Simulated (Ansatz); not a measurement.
Geometry relaxation of GeBH$_{5}$O (part 1 of 2)

System: GeBH$_{5}$O.
Method: RKS PBE-D4/def2-SVP (Ansatz 0.2.0).

Figures and captions count atoms from 1; the log counts them from 0 in places.

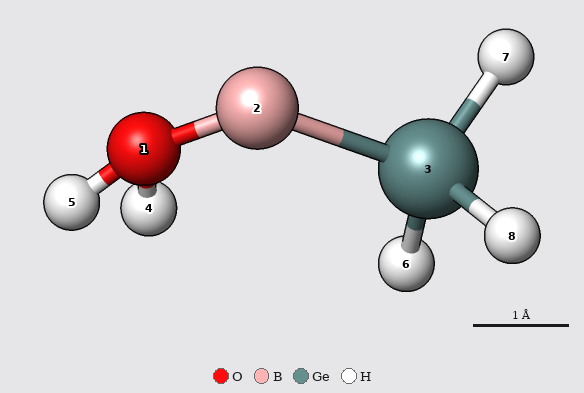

Figure 1. The starting structure (ball-and-stick view, seen at a tilt; atoms are numbered from 1 in the order of the input). Sticks mark near contacts. Bond lengths as drawn: B–Ge 2.08 Å, B–O 1.35 Å, Ge–H 1.54 to 1.55 Å and H–O 0.96 to 0.97 Å.

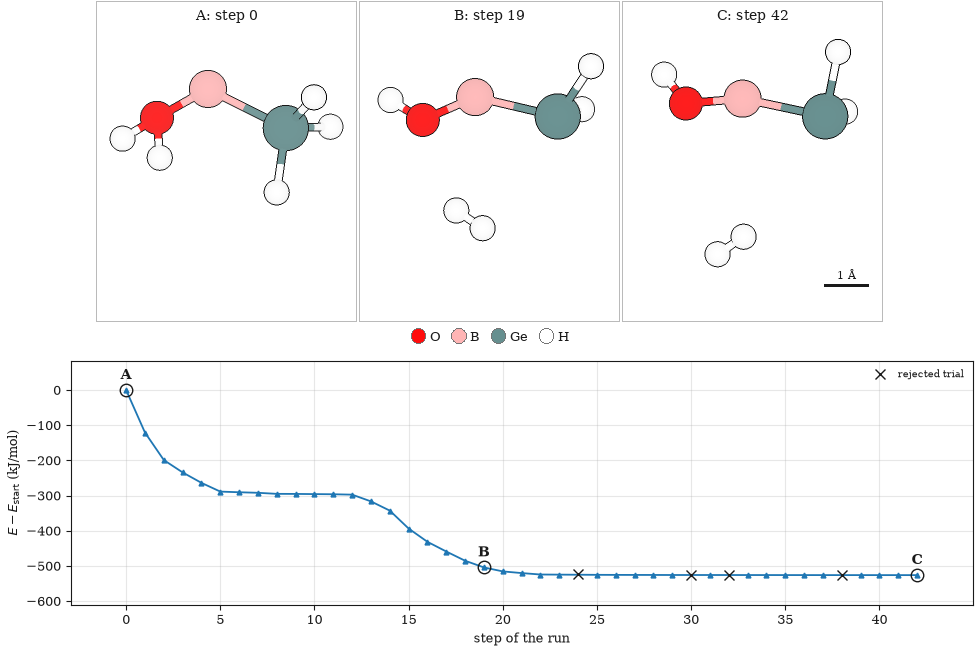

Figure 2. Frames of the relaxation (ball-and-stick view, seen at a tilt) above the curves, on which the letters mark them (the first geometry is step 0 here and step 1 in the log).

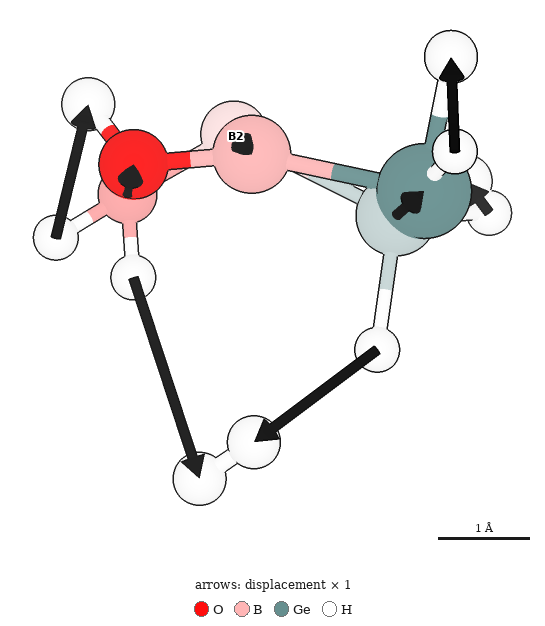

Figure 3. Start (faint) and end (solid) with the displacements as black arrows, at true length (ball-and-stick view, seen at a tilt). The two geometries are laid on each other by the best rigid fit. After 42 geometry steps the energy has fallen by 526.0 kJ/mol. Largest force component: 7 eV/Å at the start, 0.0083 eV/Å at the end. The line search rejected the trial steps at points 24, 30, 32, 38 (counted from 0) and went back. H4 moves most after the best rigid fit: 2.34 Å. Largest moves by element: H 2.34 Å, Ge 0.51 Å, B 0.51 Å, O 0.49 Å. Distances before and after: O1–H4 0.962 → 3.547 Å, H4–H6 2.886 → 0.770 Å, Ge3–H6 1.546 → 3.355 Å, B2–Ge3 2.079 → 1.996 Å. New bonds form: H4–H6 (2.89 → 0.77 Å). Bonds break: Ge3–H6 (1.55 → 3.36 Å), O1–H4 (0.96 → 3.55 Å). Among the angles that change: B2–O1–H5 162.6° → 118.2°, O1–B2–Ge3 122.5° → 160.1°, B2–Ge3–H7 111.7° → 92.8°. (Atoms are counted from 1 in the order of the input.)

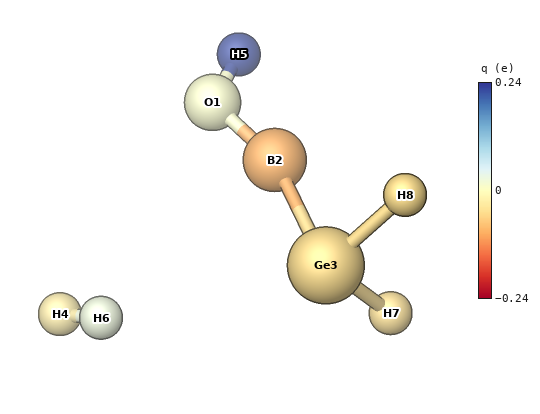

Figure 4. Mulliken charges, as the colour of each atom (ball-and-stick view, seen at a tilt; atoms are numbered from 1 in the order of the input). By element: O +0.01, B −0.09, Ge −0.05 and H −0.05 to +0.22 e.

These pictures come from the run below.

The input:
```yaml
crystal:
  periodic: [false, false, false]
  atoms:
    - {symbol: O, position_ang: [-1.513542, 0.585758, -1.145566]}
    - {symbol: B, position_ang: [-0.186307, 0.411662, -0.990598]}
    - {symbol: Ge, position_ang: [0.643957, -0.355806, 0.754268]}
    - {symbol: H, position_ang: [-2.039954, 0.325980, -0.383956]}
    - {symbol: H, position_ang: [-2.422641, 0.908908, -1.045504]}
    - {symbol: H, position_ang: [-0.446878, -0.680967, 1.801093]}
    - {symbol: H, position_ang: [1.427572, -1.654221, 0.487968]}
    - {symbol: H, position_ang: [1.623135, 0.639239, 1.403755]}
basis:
  gaussian: {orbitals: def2-SVP}
hamiltonian: {xc: pbe, dispersion: d4}
relax: {f_tol: 0.03, max_steps: 250}
```

Launched with:
```bash
ansatz run in.yaml --threads 2 --pin off --events-out ev --progress --plain --max-ram 4352MiB
```

Output:
```
Functional definition: PBE
  name "PBE"
  cite "Perdew, Burke & Ernzerhof, Phys. Rev. Lett. 77, 3865 (1996) doi:10.1103/PhysRevLett.77.3865"
  parent pbe
  parameter kappa = 0.804
  parameter beta = 0.06672455060314922
  exchange = pbe_x(kappa = kappa, mu = beta*pi^2/3)
  correlation = pbe_c(beta = beta)
938 factors; their error is unknown
mean field evaluation 1: about -59289.2207 eV, gradient 4.8e1 eV
mean field evaluation 2: about -59269.4823 eV, gradient 8.6e1 eV
mean field evaluation 4: about -59292.5035 eV, gradient 2.3e1 eV
mean field evaluation 8: about -59294.6571 eV, gradient 6.1e-1 eV
mean field evaluation 16: about -59294.6138 eV, gradient 6.8e-4 eV
mean field -59294.61378905 eV, -2179.0368654149 hartree, gradient 5.6e-5 eV, S^2 0.000000; 0 other end points of the search recorded, 0 dependent functions left out
the calculation of the forces begins
reference -59294.61382411 eV, -2179.0368667034 hartree; 25, 25 occupied and 60, 60 virtual orbitals, 938 factors
relax step   1: F+E_penalty+E_count = -59294.73641950 eV  Δ(F+E_penalty+E_count) = +0.000e0 eV  max|allowed force component| = 7.006e0 eV/Å  Δτ_max = 0.0000 Å  (31 SCF iters, accepted)
these checks for a lower state are left out or cut short: starts, cluster_reference, orbital_swaps, neighbouring_geometries, increment
938 factors; their error is unknown
mean field -59295.86345670 eV, -2179.0827898538 hartree, gradient 8.5e-6 eV, S^2 0.000000; 0 other end points of the search recorded, 0 dependent functions left out
[... from here on the field's lines of each further geometry are left out, up to the last ...]
relax step   2: F+E_penalty+E_count = -59295.98809990 eV  Δ(F+E_penalty+E_count) = -1.252e0 eV  max|allowed force component| = 2.277e0 eV/Å  Δτ_max = 0.1846 Å  (36 SCF iters, accepted)
relax step   3: F+E_penalty+E_count = -59296.79740580 eV  Δ(F+E_penalty+E_count) = -8.093e-1 eV  max|allowed force component| = 3.774e0 eV/Å  Δτ_max = 0.1921 Å  (36 SCF iters, accepted)
relax step   4: F+E_penalty+E_count = -59297.16197260 eV  Δ(F+E_penalty+E_count) = -3.646e-1 eV  max|allowed force component| = 3.343e0 eV/Å  Δτ_max = 0.1974 Å  (35 SCF iters, accepted)
relax step   5: F+E_penalty+E_count = -59297.47014673 eV  Δ(F+E_penalty+E_count) = -3.082e-1 eV  max|allowed force component| = 2.543e0 eV/Å  Δτ_max = 0.2000 Å  (29 SCF iters, accepted)
relax step   6: F+E_penalty+E_count = -59297.72704153 eV  Δ(F+E_penalty+E_count) = -2.569e-1 eV  max|allowed force component| = 1.241e0 eV/Å  Δτ_max = 0.1956 Å  (29 SCF iters, accepted)
relax step   7: F+E_penalty+E_count = -59297.74650399 eV  Δ(F+E_penalty+E_count) = -1.946e-2 eV  max|allowed force component| = 8.082e-1 eV/Å  Δτ_max = 0.1636 Å  (29 SCF iters, accepted)
relax step   8: F+E_penalty+E_count = -59297.76245965 eV  Δ(F+E_penalty+E_count) = -1.596e-2 eV  max|allowed force component| = 5.270e-1 eV/Å  Δτ_max = 0.1932 Å  (31 SCF iters, accepted)
relax step   9: F+E_penalty+E_count = -59297.79365536 eV  Δ(F+E_penalty+E_count) = -3.120e-2 eV  max|allowed force component| = 1.558e-1 eV/Å  Δτ_max = 0.0659 Å  (29 SCF iters, accepted)
relax step  10: F+E_penalty+E_count = -59297.79578998 eV  Δ(F+E_penalty+E_count) = -2.135e-3 eV  max|allowed force component| = 2.497e-1 eV/Å  Δτ_max = 0.0693 Å  (29 SCF iters, accepted)
relax step  11: F+E_penalty+E_count = -59297.80084987 eV  Δ(F+E_penalty+E_count) = -5.060e-3 eV  max|allowed force component| = 1.808e-1 eV/Å  Δτ_max = 0.0281 Å  (31 SCF iters, accepted)
relax step  12: F+E_penalty+E_count = -59297.80535663 eV  Δ(F+E_penalty+E_count) = -4.507e-3 eV  max|allowed force component| = 3.301e-1 eV/Å  Δτ_max = 0.0318 Å  (31 SCF iters, accepted)
relax step  13: F+E_penalty+E_count = -59297.81713383 eV  Δ(F+E_penalty+E_count) = -1.178e-2 eV  max|allowed force component| = 1.960e0 eV/Å  Δτ_max = 0.1957 Å  (36 SCF iters, accepted)
relax step  14: F+E_penalty+E_count = -59298.01606115 eV  Δ(F+E_penalty+E_count) = -1.989e-1 eV  max|allowed force component| = 2.179e0 eV/Å  Δτ_max = 0.1205 Å  (30 SCF iters, accepted)
relax step  15: F+E_penalty+E_count = -59298.28790857 eV  Δ(F+E_penalty+E_count) = -2.718e-1 eV  max|allowed force component| = 2.498e0 eV/Å  Δτ_max = 0.1947 Å  (35 SCF iters, accepted)
relax step  16: F+E_penalty+E_count = -59298.81614204 eV  Δ(F+E_penalty+E_count) = -5.282e-1 eV  max|allowed force component| = 1.084e0 eV/Å  Δτ_max = 0.1939 Å  (35 SCF iters, accepted)
relax step  17: F+E_penalty+E_count = -59299.20758828 eV  Δ(F+E_penalty+E_count) = -3.914e-1 eV  max|allowed force component| = 1.178e0 eV/Å  Δτ_max = 0.1900 Å  (35 SCF iters, accepted)
relax step  18: F+E_penalty+E_count = -59299.49302959 eV  Δ(F+E_penalty+E_count) = -2.854e-1 eV  max|allowed force component| = 1.494e0 eV/Å  Δτ_max = 0.1952 Å  (30 SCF iters, accepted)
relax step  19: F+E_penalty+E_count = -59299.76512997 eV  Δ(F+E_penalty+E_count) = -2.721e-1 eV  max|allowed force component| = 8.210e-1 eV/Å  Δτ_max = 0.1999 Å  (30 SCF iters, accepted)
relax step  20: F+E_penalty+E_count = -59299.96198446 eV  Δ(F+E_penalty+E_count) = -1.969e-1 eV  max|allowed force component| = 5.751e-1 eV/Å  Δτ_max = 0.2000 Å  (33 SCF iters, accepted)
relax step  21: F+E_penalty+E_count = -59300.07895319 eV  Δ(F+E_penalty+E_count) = -1.170e-1 eV  max|allowed force component| = 1.426e-1 eV/Å  Δτ_max = 0.1949 Å  (29 SCF iters, accepted)
relax step  22: F+E_penalty+E_count = -59300.12796491 eV  Δ(F+E_penalty+E_count) = -4.901e-2 eV  max|allowed force component| = 8.816e-1 eV/Å  Δτ_max = 0.1925 Å  (30 SCF iters, accepted)
relax step  23: F+E_penalty+E_count = -59300.17048925 eV  Δ(F+E_penalty+E_count) = -4.252e-2 eV  max|allowed force component| = 1.936e-1 eV/Å  Δτ_max = 0.2000 Å  (29 SCF iters, accepted)
relax step  24: F+E_penalty+E_count = -59300.17419375 eV  Δ(F+E_penalty+E_count) = -3.704e-3 eV  max|allowed force component| = 1.360e-1 eV/Å  Δτ_max = 0.1353 Å  (28 SCF iters, accepted)
relax step  25: F+E_penalty+E_count = -59300.16875915 eV  Δ(F+E_penalty+E_count) = +5.435e-3 eV  max|allowed force component| = 8.573e-1 eV/Å  Δτ_max = 0.1124 Å  (29 SCF iters, rejected (line search))
relax step  26: F+E_penalty+E_count = -59300.17992598 eV  Δ(F+E_penalty+E_count) = -5.732e-3 eV  max|allowed force component| = 1.166e-1 eV/Å  Δτ_max = 0.0562 Å  (28 SCF iters, accepted)
relax step  27: F+E_penalty+E_count = -59300.18166799 eV  Δ(F+E_penalty+E_count) = -1.742e-3 eV  max|allowed force component| = 5.394e-2 eV/Å  Δτ_max = 0.0557 Å  (27 SCF iters, accepted)
relax step  28: F+E_penalty+E_count = -59300.18262184 eV  Δ(F+E_penalty+E_count) = -9.539e-4 eV  max|allowed force component| = 1.180e-1 eV/Å  Δτ_max = 0.0621 Å  (29 SCF iters, accepted)
relax step  29: F+E_penalty+E_count = -59300.18343233 eV  Δ(F+E_penalty+E_count) = -8.105e-4 eV  max|allowed force component| = 8.765e-2 eV/Å  Δτ_max = 0.0282 Å  (29 SCF iters, accepted)
relax step  30: F+E_penalty+E_count = -59300.18475123 eV  Δ(F+E_penalty+E_count) = -1.319e-3 eV  max|allowed force component| = 9.295e-2 eV/Å  Δτ_max = 0.0747 Å  (29 SCF iters, accepted)
relax step  31: F+E_penalty+E_count = -59300.18470144 eV  Δ(F+E_penalty+E_count) = +4.979e-5 eV  max|allowed force component| = 2.294e-1 eV/Å  Δτ_max = 0.0826 Å  (29 SCF iters, rejected (line search))
relax step  32: F+E_penalty+E_count = -59300.18509570 eV  Δ(F+E_penalty+E_count) = -3.445e-4 eV  max|allowed force component| = 1.084e-1 eV/Å  Δτ_max = 0.0413 Å  (29 SCF iters, accepted)
relax step  33: F+E_penalty+E_count = -59300.18490082 eV  Δ(F+E_penalty+E_count) = +1.949e-4 eV  max|allowed force component| = 2.574e-1 eV/Å  Δτ_max = 0.0647 Å  (28 SCF iters, rejected (line search))
relax step  34: F+E_penalty+E_count = -59300.18607355 eV  Δ(F+E_penalty+E_count) = -9.778e-4 eV  max|allowed force component| = 4.851e-2 eV/Å  Δτ_max = 0.0324 Å  (29 SCF iters, accepted)
relax step  35: F+E_penalty+E_count = -59300.18640616 eV  Δ(F+E_penalty+E_count) = -3.326e-4 eV  max|allowed force component| = 1.444e-1 eV/Å  Δτ_max = 0.0488 Å  (29 SCF iters, accepted)
relax step  36: F+E_penalty+E_count = -59300.18691846 eV  Δ(F+E_penalty+E_count) = -5.123e-4 eV  max|allowed force component| = 5.286e-2 eV/Å  Δτ_max = 0.0140 Å  (29 SCF iters, accepted)
relax step  37: F+E_penalty+E_count = -59300.18720821 eV  Δ(F+E_penalty+E_count) = -2.897e-4 eV  max|allowed force component| = 2.350e-2 eV/Å  Δτ_max = 0.0368 Å  (29 SCF iters, accepted)
relax step  38: F+E_penalty+E_count = -59300.18762392 eV  Δ(F+E_penalty+E_count) = -4.157e-4 eV  max|allowed force component| = 5.622e-2 eV/Å  Δτ_max = 0.0544 Å  (29 SCF iters, accepted)
relax step  39: F+E_penalty+E_count = -59300.18760815 eV  Δ(F+E_penalty+E_count) = +1.577e-5 eV  max|allowed force component| = 1.399e-1 eV/Å  Δτ_max = 0.0639 Å  (28 SCF iters, rejected (line search))
```
